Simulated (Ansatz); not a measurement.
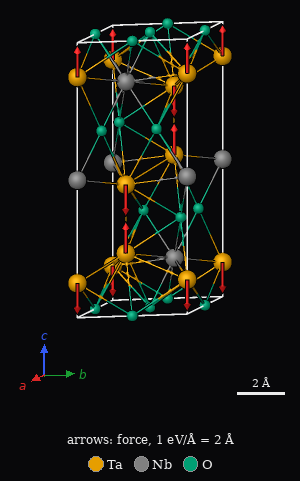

Starting geometry of crystalline Ta2NbO3 (a generated structure, set up in R-3m) (coarse preliminary run) with the computed forces as red arrows. A ball-and-stick model of the conventional cell (3 times the calculation's cell), seen slightly off an axis. Lengths and directions refer to the drawn axes.

These are results of DFT PBE, scalar-relativistic, plane waves, PAW in Ansatz 0.2.0, not measurements. Set-up: plane-wave cutoff 420 eV; k-point mesh 6 × 6 × 6; occupations gaussian; smearing width 0.1 eV; no spin polarisation; cell and atoms relaxed; force threshold 0.04 eV/Å; at most 70 steps.

Is this structure relaxed? If not, where do the atoms go?

Answer. It isn't relaxed: the largest force vector, on Ta atoms, is 0.70 eV/Å. Measured relative to the changing cell, the final displacements run against the starting forces (cosine between the two patterns −1.00). The largest moves relative to the cell, 1.17 Å, are those of Ta atoms. O and Nb stay in place. The drawn cell changes as follows: a = b 4.802 → 5.108 Å (+6.4 %), c 11.941 → 11.903 Å (−0.3 %); the volume changes by +12.8 %. Some distances before and after: Ta–Ta 2.988 → 5.325 Å, Nb–Ta 4.476 → 3.289 Å, O–Ta 2.847 → 1.969 Å, O–Ta 2.828 → 3.689 Å. Bonds break: Ta–Ta (2.99 → 5.32 Å). Bond angles that change, for instance: Ta–O–Nb 64.0° → 85.1°, Ta–O–Nb 116.0° → 94.9°. The space group stays R-3m (No. 166). The energy falls by 7.036 eV per cell of the calculation in 16 accepted moves (18 points after the start). Largest force component: 0.7 eV/Å at the start, 0.015 eV/Å at the end. Pressure: −13.81 GPa at the start and −0.03 GPa at the end. At 2 points the geometry stayed and the basis and grid were re-selected for the new cell (energy shift of 61.4 meV per cell of the calculation at most each time). The run took 55 s on 1 thread of Intel(R) Xeon(R) 6975P-C (Granite Rapids), with other jobs on the host, peak memory 0.45 GiB.
